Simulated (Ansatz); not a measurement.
C₃H₁₁NOSi (SMILES CC[SiH](O)CN)

Input file:

```
crystal:
  periodic: [false, false, false]
  atoms:
    - { symbol: C, position_ang: [0.4658, -2.3877, -0.4659] }
    - { symbol: C, position_ang: [1.2304, -1.061, -0.5199] }
    - { symbol: Si, position_ang: [0.5384, 0.3573, 0.5093] }
    - { symbol: O, position_ang: [1.633, 1.7139, 0.4719] }
    - { symbol: C, position_ang: [-1.1701, 0.8373, -0.064] }
    - { symbol: "N", position_ang: [-1.4504, 2.253, 0.3329] }
    - { symbol: H, position_ang: [0.3748, -2.7378, 0.5449] }
    - { symbol: H, position_ang: [0.9245, -3.0904, -1.1125] }
    - { symbol: H, position_ang: [-0.5972, -2.1651, -0.8057] }
    - { symbol: H, position_ang: [1.3095, -0.718, -1.5353] }
    - { symbol: H, position_ang: [2.2448, -1.2802, -0.1668] }
    - { symbol: H, position_ang: [0.5134, -0.0668, 1.9576] }
    - { symbol: H, position_ang: [2.07581, 1.72748, 1.43164] }
    - { symbol: H, position_ang: [-1.2522, 0.772, -1.1188] }
    - { symbol: H, position_ang: [-1.9202, 0.1581, 0.3929] }
    - { symbol: H, position_ang: [-2.3628, 2.5349, -0.0059] }
    - { symbol: H, position_ang: [-1.5177, 2.3303, 1.351] }
basis:
  gaussian: { orbitals: def2-SVP }
hamiltonian:
  xc: pbe
  dispersion: d4
relax:
  f_tol: 0.015
  max_steps: 40
output:
  orbitals: {}
```

Run with:

```sh
ansatz run input.yaml --threads 2 --pin off --max-ram 3072MiB --backend cpu --events-out ev --progress --plain --runs-dir out
```

The fields are those of the relaxed geometry.

Method: RKS PBE-D4/def2-SVP (Ansatz 0.2.0).

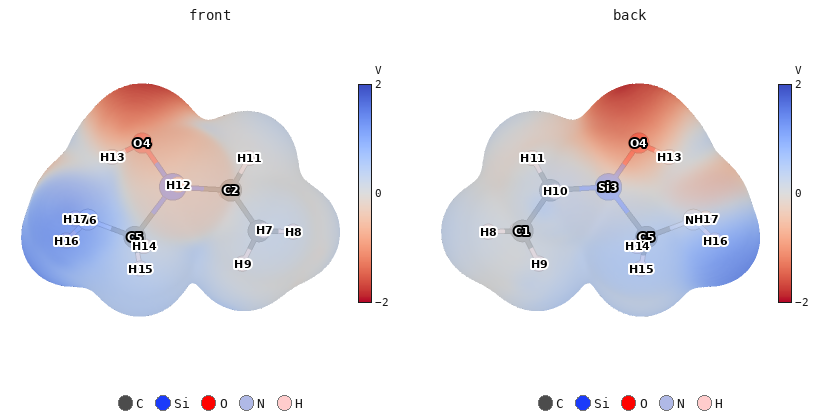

Figure 1. The molecular electrostatic potential painted on the density surface at 0.001 e/bohr³, seen from the front and from behind; the colour scale runs from red (negative) to blue (positive).

Question: Which sites attract a positive test charge, and which a negative one?

Answer: A positive charge is drawn to the negative regions and a negative charge to the positive ones. The most negative region (about −1.8 V) lies over O4, the most positive (about +1.3 V) over H16 and H17. O4 is the likeliest acceptor of a hydrogen bond.

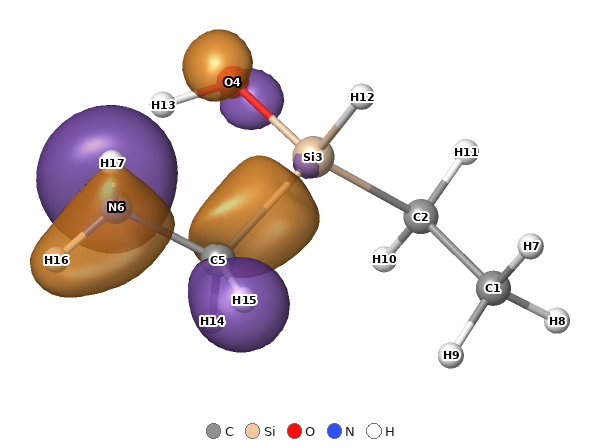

Figure 2. The HOMO at ±0.15 Å⁻³ᐟ² (orange and purple are the two phases), seen at a tilt.

Question: Where does this orbital lie, and at what energy?

Answer: By Hirshfeld shares it lies mainly on N6 (about 50 %), C5 (about 15 %), Si3 (about 10 %) and H15 (about 5 %). Its energy is −5.70 eV.

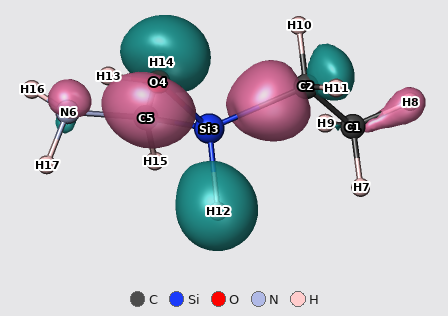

Figure 3. The HOMO−1 at ±0.15 Å⁻³ᐟ² (teal and pink are the two phases), seen from one side.

Question: What is the character of this orbital?

Answer: Its weight (Hirshfeld) is mainly on O4 (about 45 %), Si3 (about 15 %), C2 (about 10 %) and H12 (about 10 %). Its energy is −6.08 eV.
